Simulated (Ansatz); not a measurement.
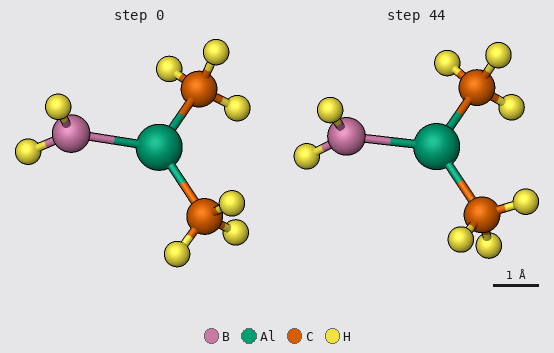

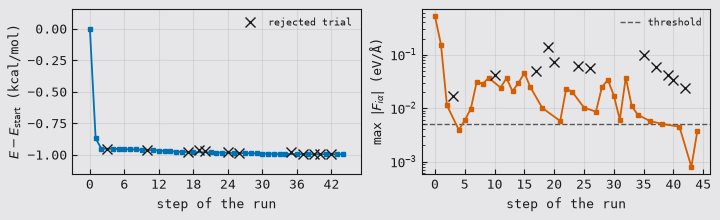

First and last geometry of a relaxation of C$_{2}$H$_{8}$AlB, with the history of the run. Style: ball-and-stick. Shown at a tilt.

The start comes from PBE-D4/def2-SVP.

The calculation used RKS PBE0-D4/def2-TZVP in Ansatz. (force threshold 0.005 eV/Å; at most 150 steps)

### Read the history and describe the run.

It converged. An H atom moves most after the best rigid fit: 0.64 Å. Largest moves by element: H 0.64 Å, B 0.12 Å, C 0.09 Å, Al 0.03 Å. Near-neighbour distances that change, for instance: B–H 1.224 → 1.202 Å, C–H 1.114 → 1.095 Å, Al–C 1.981 → 1.964 Å. Among the angles between lasting bonds that change: Al–C–H 111.8° → 109.6°, Al–C–H 109.0° → 111.2°. Groups turn about Al–C by about 40°. After 32 accepted moves (44 points after the start) the energy has fallen by 1.00 kcal/mol. Largest force component: 0.52 eV/Å at the start, 0.0037 eV/Å at the end. The line search rejected the trial steps at points 3, 10, 17, 19, 20, 24, 26, 35 and more of the run. The forces were under the threshold at step 4, but the run went on from there. Cost: 2.5 min on 2 threads of Arm Neoverse V2 (shared host).

```json
{"step": "0", "E − E(0), kcal/mol": "0.00", "largest force component, eV/Å": "0.5223", "note": ""}
{"step": "1", "E − E(0), kcal/mol": "-0.87", "largest force component, eV/Å": "0.1541", "note": ""}
{"step": "2", "E − E(0), kcal/mol": "-0.95", "largest force component, eV/Å": "0.0113", "note": ""}
{"step": "3", "E − E(0), kcal/mol": "-0.95", "largest force component, eV/Å": "0.0171", "note": "rejected"}
{"step": "4", "E − E(0), kcal/mol": "-0.95", "largest force component, eV/Å": "0.0039", "note": ""}
{"step": "5", "E − E(0), kcal/mol": "-0.95", "largest force component, eV/Å": "0.0059", "note": ""}
{"step": "6", "E − E(0), kcal/mol": "-0.95", "largest force component, eV/Å": "0.0097", "note": ""}
{"step": "7", "E − E(0), kcal/mol": "-0.96", "largest force component, eV/Å": "0.0311", "note": ""}
{"step": "8", "E − E(0), kcal/mol": "-0.96", "largest force component, eV/Å": "0.0284", "note": ""}
{"step": "9", "E − E(0), kcal/mol": "-0.96", "largest force component, eV/Å": "0.0368", "note": ""}
{"step": "10", "E − E(0), kcal/mol": "-0.96", "largest force component, eV/Å": "0.0424", "note": "rejected"}
{"step": "12", "E − E(0), kcal/mol": "-0.97", "largest force component, eV/Å": "0.0363", "note": ""}
{"step": "14", "E − E(0), kcal/mol": "-0.97", "largest force component, eV/Å": "0.0297", "note": ""}
{"step": "15", "E − E(0), kcal/mol": "-0.97", "largest force component, eV/Å": "0.0452", "note": ""}
{"step": "17", "E − E(0), kcal/mol": "-0.98", "largest force component, eV/Å": "0.0498", "note": "rejected"}
{"step": "19", "E − E(0), kcal/mol": "-0.96", "largest force component, eV/Å": "0.1417", "note": "rejected"}
{"step": "21", "E − E(0), kcal/mol": "-0.98", "largest force component, eV/Å": "0.0057", "note": ""}
{"step": "23", "E − E(0), kcal/mol": "-0.98", "largest force component, eV/Å": "0.0203", "note": ""}
{"step": "24", "E − E(0), kcal/mol": "-0.98", "largest force component, eV/Å": "0.0624", "note": "rejected"}
{"step": "26", "E − E(0), kcal/mol": "-0.98", "largest force component, eV/Å": "0.0571", "note": "rejected"}
{"step": "28", "E − E(0), kcal/mol": "-0.99", "largest force component, eV/Å": "0.0248", "note": ""}
{"step": "30", "E − E(0), kcal/mol": "-0.99", "largest force component, eV/Å": "0.0171", "note": ""}
{"step": "31", "E − E(0), kcal/mol": "-0.99", "largest force component, eV/Å": "0.0061", "note": ""}
{"step": "33", "E − E(0), kcal/mol": "-0.99", "largest force component, eV/Å": "0.0109", "note": ""}
{"step": "35", "E − E(0), kcal/mol": "-0.97", "largest force component, eV/Å": "0.0993", "note": "rejected"}
{"step": "37", "E − E(0), kcal/mol": "-0.99", "largest force component, eV/Å": "0.0597", "note": "rejected"}
{"step": "39", "E − E(0), kcal/mol": "-0.99", "largest force component, eV/Å": "0.0410", "note": "rejected"}
{"step": "40", "E − E(0), kcal/mol": "-0.99", "largest force component, eV/Å": "0.0329", "note": "rejected"}
{"step": "42", "E − E(0), kcal/mol": "-0.99", "largest force component, eV/Å": "0.0238", "note": "rejected"}
{"step": "44", "E − E(0), kcal/mol": "-1.00", "largest force component, eV/Å": "0.0037", "note": ""}
```
